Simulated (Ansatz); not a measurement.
C₅H₉BN₂ (SMILES C=C1C=CB(N)NC1)

```xyz
17

C    -1.0191    2.1912   -0.8098
C    -0.6906    0.9276   -0.4645
C    -1.6028    0.1000    0.3210
C    -1.2279   -1.0791    0.8719
C     0.6040    0.3000   -0.9406
B     0.2568   -1.5522    0.7424
N     0.7301   -2.6993    1.4309
N     1.1025   -0.7460   -0.0690
H    -0.3339    2.8311   -1.3745
H    -1.9919    2.6120   -0.5374
H    -2.6097    0.5125    0.4750
H    -1.9707   -1.6307    1.4626
H     1.6899   -3.0190    1.4162
H     0.1401   -3.2303    2.0565
H     2.0588   -1.0211   -0.2624
H     0.4096   -0.0959   -1.9633
H     1.3609    1.0942   -1.0649
```

Geometry: r2SCAN-D4/def2-SVP.

Theory: isolated molecule in a Gaussian basis; Kohn-Sham density functional theory, functional PBE0 (Ansatz 0.2.0).

What can the converged electron density and electron localisation function tell about the bonding?

Answer. C–C (1.35 Å): ρ is about 2.2 e/Å³ halfway; the ELF peaks at about 0.95 between the atoms, as expected for localised, covalent bonding.
B–N (1.42 Å): ρ at the midpoint is about 1.8 e/Å³; the ELF peaks at about 0.95 between the atoms, as expected for a polar covalent bond.
C–B (1.56 Å): the density is about 1.4 e/Å³ at the midpoint; the ELF peaks at about 1 between the atoms, as expected for a covalent bond.
N–H (1.01 Å): ρ at the midpoint is about 2.8 e/Å³; the ELF climbs to about 1 towards the hydrogen, as it does in any bond to H: an ordinary covalent bond to hydrogen.

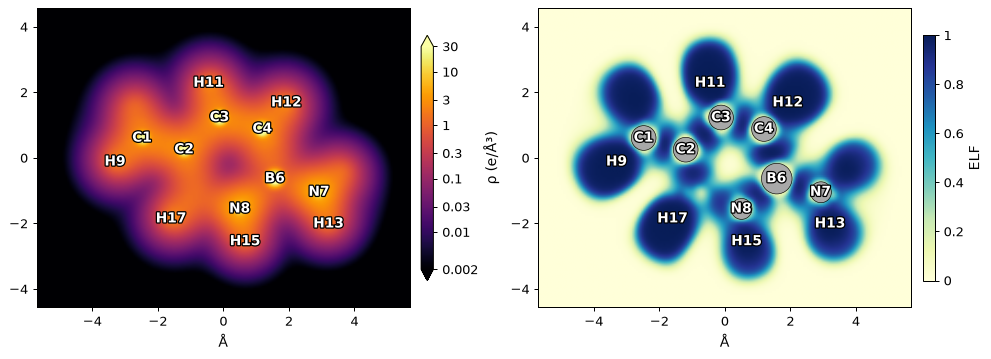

Computed electron density and electron localisation function on the plane of atoms C3, C4 and B6, in this order. Grey discs cover the atomic cores in the ELF map. 
